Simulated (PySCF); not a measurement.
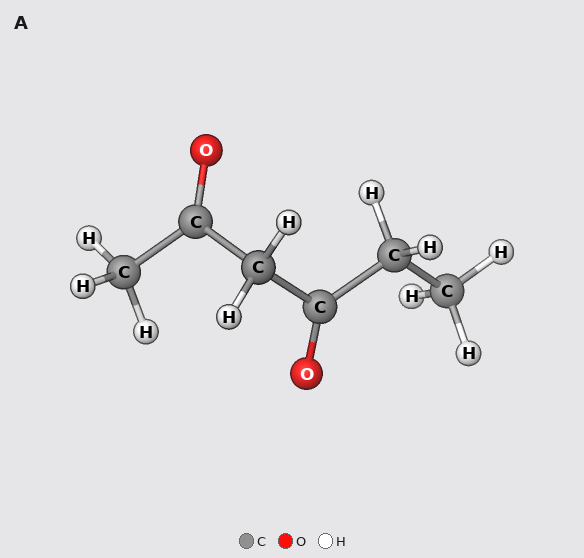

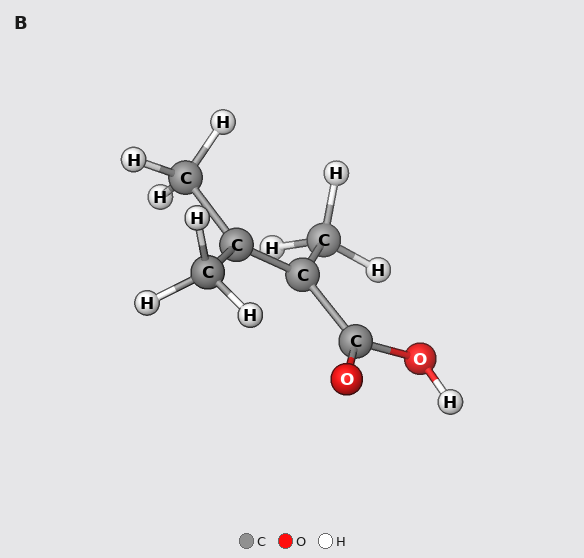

2 stationary structures of one formula. Geometries: PBE0-D3(BJ)/def2-SVP. Electronic energies: PBE0-D3(BJ)/def2-SVP (PySCF 2.14.0), without zero-point energy. No frequency run is at hand to confirm each as a minimum. Each is one conformer, not always the lowest.

Rank them by energy, lowest first.

Answer. B is lowest; A lies 0.241 eV above it. A is `CCC(=O)CC(C)=O`, B is `CC(C)=C(C)C(=O)O`.
